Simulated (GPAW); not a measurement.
# Polarising VGe2As4 monolayer with a field along the normal

The dipole of the cell at several fields, atoms fixed. What does the strongest field give, and what length does the slope stand for?

Set-up. GPAW 26.7.0, plane waves (400 eV), PAW setups, PBE, 9×9 mesh, a dipole layer in the vacuum; geometry relaxed without an applied field with GPAW. The cell's area is 11.97 Å², and e/ε0 = 180.95 V Å.

The runs, one held back:

```tsv
field (V/Å)	dipole (e Å)
−0.2	−0.1631
−0.1	−0.0815
−0.05	−0.0407
0.05	0.0407
0.1	0.0815
0.2	0.1631
0.3	?
```

To predict: What is the dipole at 0.3 V/Å?

**Working.** A line through the 6 points has the slope α = 0.815 e Å per V/Å and the intercept p₀ = 0.0000 e Å (r.m.s. residual 4.7e−05). At 0.3 V/Å it gives p = 0.0000 + 0.815 × 0.3 = 0.2446 e Å; the run gives 0.2447 e Å, so the response stays linear to 0.1 % of the induced part. Dividing by ε0 and the area: α/(ε0 A) = 0.815 × 180.95 / 11.97 = 12.33 Å, against 10.10 Å between the outer nuclei.

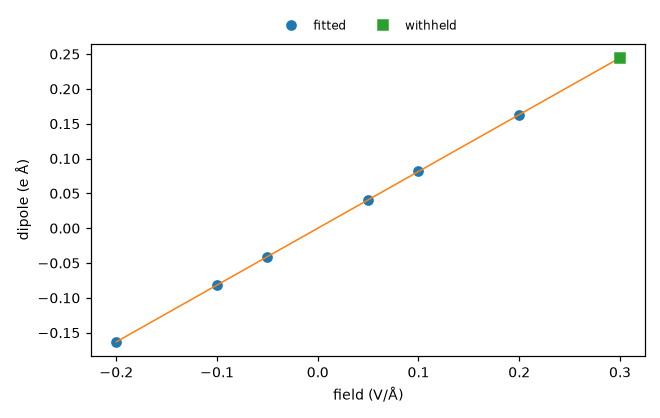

The line and the withheld run.

**Limits.** This is the electronic response alone; ions that move would add to it in polar layers. Spin-polarised runs started from parallel moments; another order may lie lower.

[Logs are printed without paths, hosts, clocks, repeated set-up lines and the standing remarks that a program may print on its own settings, such as how far it seeks lower states.]
